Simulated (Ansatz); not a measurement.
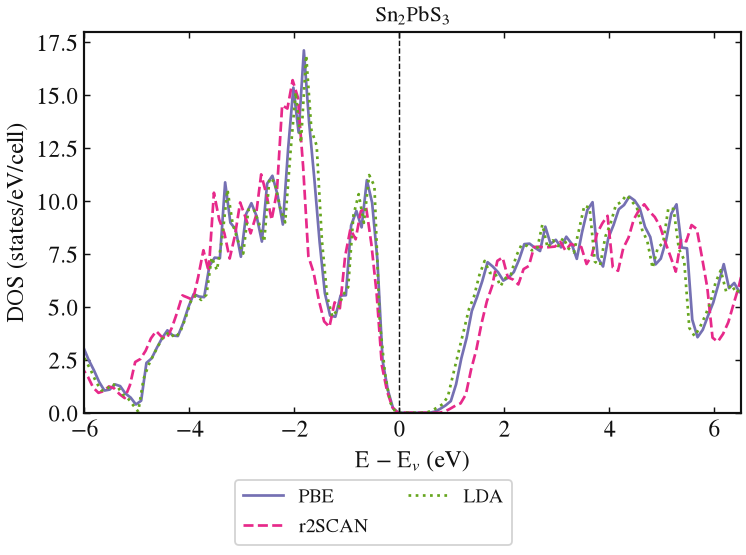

Total densities of states of Sn$_{2}$PbS$_{3}$, space group Cmcm (No. 63), 12 atoms in the cell, by three methods on the same cell. Each is counted from its own valence-band top.

Q: What changes from one method to the other?

A: PBE gives a gap of 0.62 eV, r2SCAN gives a gap of 0.80 eV and LDA gives a gap of 0.51 eV. In the window shown, the tallest filled peak lies at −1.8 eV in PBE, −2.0 eV in r2SCAN and −1.8 eV in LDA.

Settings. PBE: DFT PBE, scalar-relativistic, plane waves, PAW, no spin polarisation, 4×4×8 k mesh, 420 eV cutoff, Gaussian smearing of 0.02 eV (Ansatz 0.2.0). r2SCAN: DFT r2SCAN, scalar-relativistic, plane waves, PAW, no spin polarisation, 4×4×8 k mesh, 500 eV cutoff (Ansatz 0.2.0). LDA: DFT LDA, scalar-relativistic, plane waves, PAW, no spin polarisation, 4×4×8 k mesh, 420 eV cutoff (Ansatz).

The structure is an invented one, so it need not be a known or stable phase. Spin-orbit coupling is left out, which matters for Pb.
